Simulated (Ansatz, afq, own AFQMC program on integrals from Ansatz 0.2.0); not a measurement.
# WH+ (septet): AFQMC on the coupled-cluster ladder, def2-TZVP, part 2 of 2

Ansatz 0.2.0, Gaussian basis, and an in-house AFQMC program (afq) on its integrals; all values are calculated; def2-TZVP, frozen cores. Earlier steps stand in the parts before.

**10. CCSD(T) on UHF**

in.yaml reads:

```yaml
crystal:
  periodic: [false, false, false]
  atoms:
    - {symbol: W, position_ang: [0.000000, 0.000000, 0.000000]}
    - {symbol: H, position_ang: [0.000000, 0.000000, 2.059000]}
basis:
  gaussian: {orbitals: def2-TZVPP}
total_charge: 1
magnetization: {spin_polarized: true, initial_magnetization: 6}
correlation: {method: ccsd_t, electrons: outside_noble_gas}
```

Launch:

```console
$ ansatz run in.yaml --threads 1 --pin off --events-out ev --progress --plain --max-ram 1843MiB
```

The program printed, shortened:

```text
Functional definition: HF
  name "HF"
  cite "Fock, Z. Phys. 61, 126 (1930) doi:10.1007/BF01340294"
  parent pbe
[...]
441 factors; integrals over basis functions are off by at most 1.0e-3 eV
[...]
mean field -1812.56790851 eV, -66.6106420351 hartree, gradient 2.2e-6 eV, S^2 12.004910; 11 other end points of the search recorded, 0 dependent functions left out
determinant -1812.56790851 eV, -66.6106420351 hartree, with singles and doubles -1814.38624660 eV, -66.6774647273 hartree
determinant -1811.34933913 eV, -66.5658604364 hartree, with singles and doubles -1812.95982994 eV, -66.6250448818 hartree
determinant -1811.22016651 eV, -66.5611134301 hartree, with singles and doubles -1812.81340398 eV, -66.6196638270 hartree
determinant -1811.02215719 eV, -66.5538367220 hartree, with singles and doubles -1812.74351465 eV, -66.6170954416 hartree
4 core orbitals not correlated: weight in the atoms' cores, before any rotation towards them, 0.999 or more for the frozen orbitals, at most 0.000 for the correlated occupied ones
reference -1812.56790851 eV, -66.6106420351 hartree; 6, 0 occupied and 60, 66 virtual orbitals, 441 factors
second order -1.57278360 eV of doubles, -0.00000000 eV of singles
cycle   1  -1.80780369 eV  change   -1.6e-1 eV  update   1.1e-2
[...]
cycle  10  -1.81511322 eV  change   -9.2e-7 eV  update   1.9e-6
perturbative correction -0.03558625 eV, -0.0013077704 hartree
Total energy: -1814.41860797 eV, -66.6786539859 hartree
```

Run time: 2 s. Hardware: 1 thread of Intel Xeon 6975P-C (Granite Rapids), shared host.

From the report: ⟨S²⟩ of the determinant 12.005 (pure septet: 12.00); correlation -1.8507 eV; T1 0.017; largest double amplitude 0.03.

**11. CCSD(T) on UHF**

Edit in.yaml of step 10 so:

```diff
@@ -6,3 +6,3 @@
 basis:
-  gaussian: {orbitals: def2-TZVPP}
+  gaussian: {orbitals: "def2-QZVPP.json"}
 total_charge: 1
```

The command is unchanged.

The program printed, shortened:

```text
Functional definition: HF
  name "HF"
  cite "Fock, Z. Phys. 61, 126 (1930) doi:10.1007/BF01340294"
  parent pbe
[...]
664 factors; integrals over basis functions are off by at most 1.3e-3 eV
[...]
mean field -1812.60645449 eV, -66.6120585738 hartree, gradient 2.4e-6 eV, S^2 12.004912; 11 other end points of the search recorded, 0 dependent functions left out
determinant -1812.60645449 eV, -66.6120585738 hartree, with singles and doubles -1814.51850793 eV, -66.6823252415 hartree
determinant -1811.40547008 eV, -66.5679232107 hartree, with singles and doubles -1813.10917469 eV, -66.6305332004 hartree
determinant -1811.27539296 eV, -66.5631429648 hartree, with singles and doubles -1812.96042037 eV, -66.6250665800 hartree
determinant -1811.07071596 eV, -66.5556212236 hartree, with singles and doubles -1812.88451381 eV, -66.6222770653 hartree
4 core orbitals not correlated: weight in the atoms' cores, before any rotation towards them, 0.999 or more for the frozen orbitals, at most 0.000 for the correlated occupied ones
reference -1812.60645449 eV, -66.6120585738 hartree; 6, 0 occupied and 101, 107 virtual orbitals, 664 factors
second order -1.66111146 eV of doubles, -0.00000000 eV of singles
cycle   1  -1.89357641 eV  change   -2.1e-1 eV  update   1.2e-2
[...]
cycle  10  -1.90218622 eV  change   -1.2e-6 eV  update   2.3e-6
perturbative correction -0.04293149 eV, -0.0015777030 hartree
Total energy: -1814.55157220 eV, -66.6835403311 hartree
```

Run time: 8 s. Hardware: 1 thread of Intel Xeon 6975P-C (Granite Rapids), shared host; peak memory 0.58 GiB.

From the report: ⟨S²⟩ of the determinant 12.005 (pure septet: 12.00); correlation -1.9451 eV; T1 0.017; largest double amplitude 0.02.

**12. Phaseless AFQMC, CISD trial on UHF**

It reads the integrals that the CCSD(T) run on this determinant wrote.

Launch:

```console
$ afq ham --method phaseless --trial cisd --walkers 60 --populations 1 --least-time 40 --time-step 0.005 --steps-per-block 50 --equilibration-blocks 40 --max-blocks 300 --target-error 0.00029 --factor-cut 1e-05 --start spin_pure --seed 3728 --release-times 0.24,0.6,1.2,2,3,4.2 --release-step 0.04 --release-every 4 --taylor-order 6
```

The program printed:

```text
orbitals 42  electrons 6 0  factors 318 of 420
reference energy -66.60861124 Eh
CCSD correlation -0.05427305 Eh in 9 cycles, weight of the determinant in the CISD state 0.9696
energy of the start -66.662884 Eh
 block  time / (1/Eh)  mean weight  energy / Eh
     1     0.250  0.9999  -66.662777
     2     0.500  1.0020  -66.662837
     3     0.750  1.0001  -66.663100
     4     1.000  0.9989  -66.662978
     5     1.250  0.9997  -66.663046
     6     1.500  1.0004  -66.663417
     7     1.750  0.9987  -66.663213
     8     2.000  1.0008  -66.663093
     9     2.250  1.0004  -66.663227
    10     2.500  0.9991  -66.663114
    11     2.750  1.0004  -66.663368
    16     4.000  1.0000  -66.663609
    21     5.250  1.0003  -66.663122
    26     6.500  0.9992  -66.663043
    31     7.750  1.0003  -66.663800
    36     9.000  1.0018  -66.662764
    41    10.250  1.0002  -66.662576
    46    11.500  1.0015  -66.662735
    51    12.750  0.9997  -66.663622
    56    14.000  0.9995  -66.662981
    61    15.250  1.0022  -66.662874
    66    16.500  0.9994  -66.662482
    71    17.750  1.0004  -66.662579
    76    19.000  1.0005  -66.663005
    81    20.250  0.9996  -66.663360
    86    21.500  0.9997  -66.663479
    91    22.750  0.9992  -66.664139
    96    24.000  1.0003  -66.663659
   101    25.250  0.9987  -66.663252
   106    26.500  0.9997  -66.663996
   111    27.750  0.9998  -66.662713
   116    29.000  0.9995  -66.663108
   121    30.250  1.0001  -66.663112
   126    31.500  0.9980  -66.662850
   131    32.750  1.0007  -66.662643
   136    34.000  0.9995  -66.663333
   141    35.250  0.9985  -66.663788
   146    36.500  0.9990  -66.663035
   151    37.750  1.0013  -66.664230
   156    39.000  0.9990  -66.663205
   161    40.250  0.9995  -66.663060
   166    41.500  1.0025  -66.663859
   171    42.750  1.0000  -66.663623
   176    44.000  0.9989  -66.663366
   181    45.250  1.0010  -66.663084
   186    46.500  1.0003  -66.662429
   191    47.750  1.0030  -66.662713
   196    49.000  0.9997  -66.662623
blocks merged  error / Eh  count
     1  0.000037  160
     2  0.000044  80
     4  0.000051  40
     8  0.000057  20
    16  0.000052  10
released: time / (1/Eh)  energy / Eh  error  mean overlap
  0.24  -66.663403  0.000078  0.9965
  0.60  -66.663382  0.000076  0.9933
  1.20  -66.663389  0.000077  0.9831
  2.00  -66.663426  0.000103  0.9705
  3.00  -66.663491  0.000104  0.9609
  4.20  -66.663525  0.000149  0.9466
energy -66.663277 +/- 0.000057 Eh
```

Wall time 3.9 min (1 thread of Intel Xeon 6975P-C (Granite Rapids), shared host).

Energy -1814.0002 ± 0.0016 eV. Caveats: constraint bias not in the error.

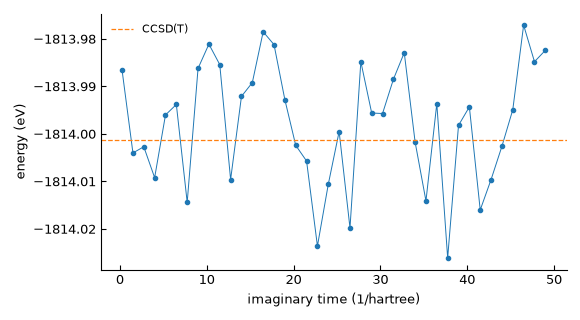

Block energies along the walk.

**13. Phaseless AFQMC, single-determinant trial on UHF**

It reads the integrals that the CCSD(T) run on this determinant wrote.

Launch:

```console
$ afq ham --method phaseless --trial hf --walkers 120 --populations 1 --least-time 40 --time-step 0.005 --steps-per-block 20 --equilibration-blocks 160 --max-blocks 600 --target-error 0.00087 --factor-cut 1e-05 --start spin_pure --seed 6621 --taylor-order 6
```

The program printed:

```text
orbitals 42  electrons 6 0  factors 318 of 420
reference energy -66.60861124 Eh
CCSD correlation -0.05427305 Eh in 9 cycles, weight of the determinant in the CISD state 0.9696
energy of the start -66.608611 Eh
 block  time / (1/Eh)  mean weight  energy / Eh
     1     0.100  1.0008  -66.619032
     2     0.200  1.0007  -66.629508
     3     0.300  0.9998  -66.633861
     4     0.400  1.0003  -66.638827
     5     0.500  1.0002  -66.644347
     6     0.600  1.0005  -66.649222
     7     0.700  1.0000  -66.649516
     8     0.800  0.9993  -66.647876
     9     0.900  1.0003  -66.649771
    10     1.000  0.9999  -66.655795
    15     1.500  1.0003  -66.666351
    29     2.900  1.0000  -66.668185
    43     4.300  0.9997  -66.664843
    57     5.700  0.9978  -66.672696
    71     7.100  0.9999  -66.662130
    85     8.500  0.9995  -66.664840
    99     9.900  1.0016  -66.671694
   113    11.300  1.0000  -66.657986
   127    12.700  0.9999  -66.654745
   141    14.100  0.9986  -66.662239
   155    15.500  0.9993  -66.654558
   169    16.900  0.9975  -66.655944
   183    18.300  1.0009  -66.662215
   197    19.700  0.9989  -66.662043
   211    21.100  0.9997  -66.654241
   225    22.500  0.9997  -66.652671
   239    23.900  0.9995  -66.661968
   253    25.300  0.9999  -66.657922
   267    26.700  1.0001  -66.660270
   281    28.100  1.0000  -66.670381
   295    29.500  0.9984  -66.671071
   309    30.900  1.0010  -66.655874
   323    32.300  1.0019  -66.663929
   337    33.700  1.0001  -66.665894
   351    35.100  1.0005  -66.671775
   365    36.500  0.9996  -66.659598
   379    37.900  0.9995  -66.654985
   393    39.300  0.9993  -66.647576
   407    40.700  1.0002  -66.661506
   421    42.100  1.0001  -66.658524
   435    43.500  1.0004  -66.660312
   449    44.900  1.0003  -66.667765
   463    46.300  1.0005  -66.649489
   477    47.700  0.9994  -66.664847
   491    49.100  0.9991  -66.658876
   505    50.500  0.9991  -66.664496
   519    51.900  1.0000  -66.663781
   533    53.300  1.0007  -66.659073
   547    54.700  1.0012  -66.658967
blocks merged  error / Eh  count
     1  0.000302  400
     2  0.000403  200
     4  0.000535  100
     8  0.000651  50
    16  0.000781  25
    32  0.000822  12
energy -66.659949 +/- 0.000781 Eh
```

It took 2.1 min on 1 thread of Intel Xeon 6975P-C (Granite Rapids), shared host.

Energy -1813.9096 ± 0.0212 eV. Caveats: constraint bias not in the error.

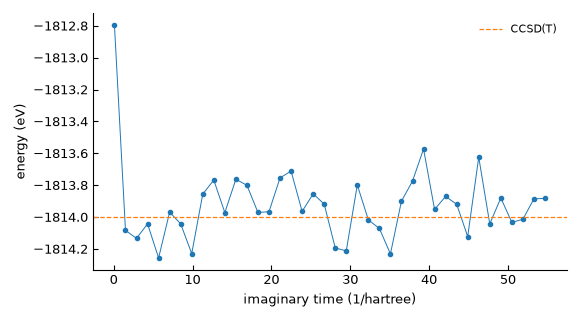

Block energies along the walk.

**14. Free-projection AFQMC, CISD trial on UHF**

It reads the integrals that the CCSD(T) run on this determinant wrote.

Launch:

```console
$ afq ham --method free --trial cisd --walkers 60 --time-step 0.03 --max-blocks 80 --target-error 0.00029 --factor-cut 1e-05 --seed 3115 --times 0,0.3,0.6,1.2,1.8,2.4,3.6,4.8,6 --taylor-order 8
```

The program printed:

```text
orbitals 42  electrons 6 0  factors 318 of 420
reference energy -66.60861124 Eh
CCSD correlation -0.05427305 Eh in 9 cycles, weight of the determinant in the CISD state 0.9696
repeat  energy at the last time / Eh  error
    10  -66.663413  0.000138
    20  -66.663422  0.000091
    30  -66.663495  0.000073
time / (1/Eh)  energy / Eh  error  mean overlap
  0.00  -66.662879  0.000009  1.0314
  0.30  -66.663142  0.000019  1.0368
  0.60  -66.663285  0.000025  1.0365
  1.20  -66.663332  0.000037  1.0494
  1.80  -66.663487  0.000044  1.0248
  2.40  -66.663403  0.000049  1.0388
  3.60  -66.663556  0.000066  1.0272
  4.80  -66.663469  0.000059  1.0387
  6.00  -66.663492  0.000070  1.0339
energy -66.663492 +/- 0.000070 Eh
```

It took 1.9 min on 1 thread of Intel Xeon 6975P-C (Granite Rapids), shared host.

Energy -1814.0060 ± 0.0019 eV. Caveats: remainder of the start not in the error.

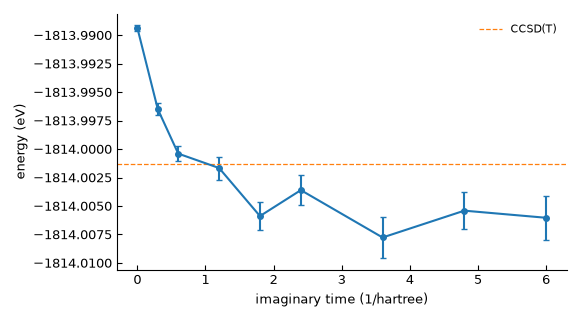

Energy against projection time, with error bars.

**15. AFQMC on the ladder**

On the UHF determinant, counted from CCSDT(Q) (a yardstick, not exact):

```csv
level,energy (eV),from CCSDT(Q) (meV),statistical error (meV),time
HF,-1812.5126,+1492.7,,
MP2,-1813.7500,+255.3,,
CCSD,-1813.9895,+15.8,,
CCSD(T),-1814.0014,+4.0,,
CCSDT(Q),-1814.0053,0.0,,
"Phaseless AFQMC, CISD trial, step 0.005, 60 walkers",-1814.0002,+5.2,1.6,3.9 min
"Phaseless AFQMC, single-determinant trial, step 0.005, 120 walkers",-1813.9096,+95.7,21.2,2.1 min
"Free-projection AFQMC, CISD trial, step 0.03, 60 walkers",-1814.0060,-0.7,1.9,1.9 min
```

The functionals' totals stand on their own zeros and serve differences with other points: PBE -1828.377 eV; r2SCAN -1828.889 eV; PBE0 -1827.524 eV; B3LYP -1827.972 eV; wB97M-V -1824.974 eV; B2PLYP -1821.995 eV.

**16. Results**

What follows sums up all 2 parts.

```
                                                      quantity             value
                                  CCSD(T) on UHF from CCSDT(Q)          +4.0 meV
              Phaseless AFQMC, CISD trial on UHF from CCSDT(Q)    +5.2 ± 1.6 meV
Phaseless AFQMC, single-determinant trial on UHF from CCSDT(Q)  +95.7 ± 21.2 meV
        Free-projection AFQMC, CISD trial on UHF from CCSDT(Q)    -0.7 ± 1.9 meV
```

On UHF the phaseless walk with the CISD trial lies +5.2 meV from CCSDT(Q), 3 times its error bar. A single-determinant trial moves the result by +90.5 meV. Free projection has no constraint; at the last time it gives -0.7 ± 1.9 meV, and from a start that isn't spin pure other spins can mix in. Error bars are statistical and leave out the constraint, the time step and what remains of the start. W carries a core potential, and spin-orbit coupling is left out.
